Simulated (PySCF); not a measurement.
**C5H9B: density, localisation and related maps**

Input

```
{"job": {"kind": "nmr", "xc": "PBE0", "basis": "pcSseg-1"}, "charge": 0, "multiplicity": 1}
C      2.844859     0.220320    -0.447208
C      1.559166     0.454939    -0.181144
B      0.474481    -0.649575    -0.210317
C     -1.020140    -0.353467     0.104820
C     -1.926886    -1.335663     0.065960
C     -1.468136     1.039997     0.456519
H      3.602280     0.990674    -0.426509
H      3.192788    -0.769100    -0.700216
H      1.291168     1.477784     0.064455
H      0.791255    -1.745896    -0.479674
H     -2.973741    -1.169834     0.278149
H     -1.651923    -2.347292    -0.181379
H     -1.236783     1.724648    -0.358303
H     -0.943730     1.391234     1.344208
H     -2.539070     1.079219     0.648728
```

Launched as:

```sh
OMP_NUM_THREADS=1 python probes_run.py task.json out
```

Geometry: GFN2-xTB.

All numbers below come from PBE0/pcSseg-1, SCF density, gas phase, non-relativistic in PySCF 2.14.0.

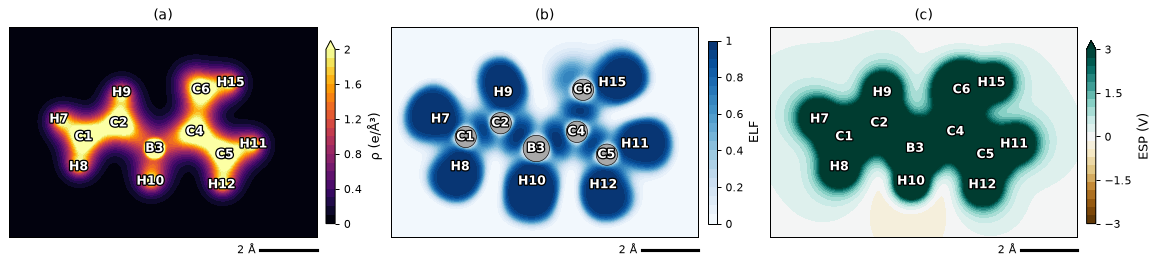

Figure 1. (a) total electron density; (b) ELF; (c) electrostatic potential on the plane of atoms C5, C4 and C6. Grey discs cover the atomic cores in the ELF map.

> Read the bonding off the picture.

- Atoms in the plane: C, B and H.
- C–C (1.33 Å): ρ is about 2.3 e/Å³ halfway; the ELF peaks at about 0.95 between the atoms: a short, multiple covalent bond.
- C–B (1.55 Å): the density is about 1.5 e/Å³ at the midpoint; the ELF peaks at about 1 between the atoms; a covalent bond.
- C–H (1.08 Å): the density is about 2.1 e/Å³ at the midpoint; the ELF climbs to about 1 towards the hydrogen, as it does in any bond to H: a covalent bond by its length.
- C–C (1.51 Å): ρ is about 1.7 e/Å³ halfway; the ELF peaks at about 0.95 between the atoms: a covalent bond.
- B–H (1.17 Å): ρ at the midpoint is about 1.3 e/Å³; the ELF climbs to about 1 towards the hydrogen; an ordinary covalent bond to hydrogen.
- The potential has no marked negative region in this plane.

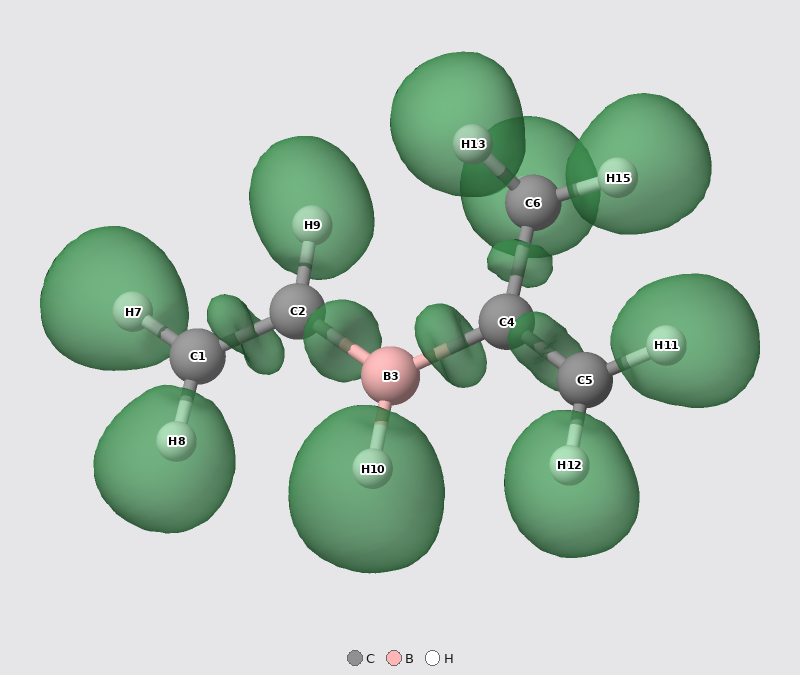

Figure 2. Isosurface of the ELF at 0.85 (green), seen at a tilt. Core shells and regions of very low density are left out.

> Identify the bonds, lone pairs and shells in this picture.

The ELF exceeds this value in two regions between bonded B–C atoms (shared pairs), three regions between bonded C–C atoms (shared pairs) and nine regions around hydrogen nuclei.

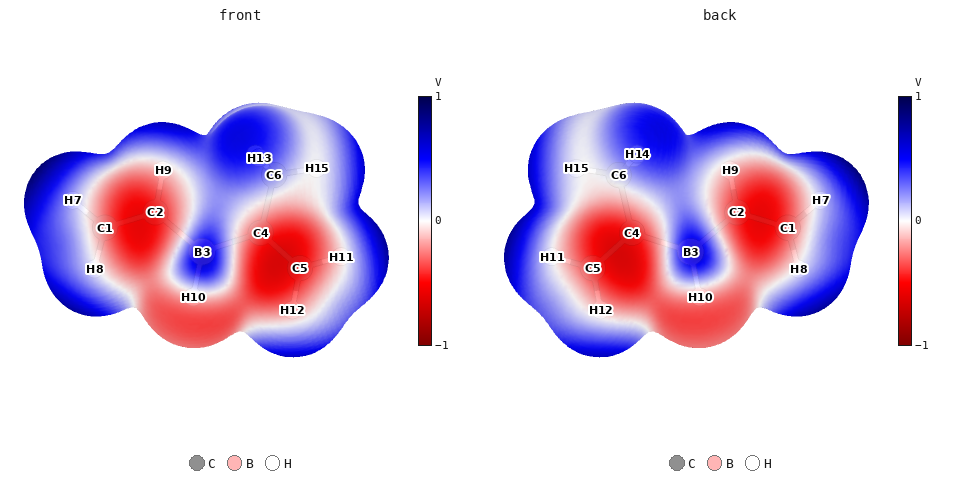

Figure 3. The molecular electrostatic potential painted on the density surface at 0.002 e/bohr³, seen from the front and from behind; the colour scale runs from red (negative) to blue (positive).

> Where is the surface potential most negative and most positive?

The most negative region (about −0.6 V) lies over the π face of C4 and C5, the most positive (about +0.9 V) over H7.
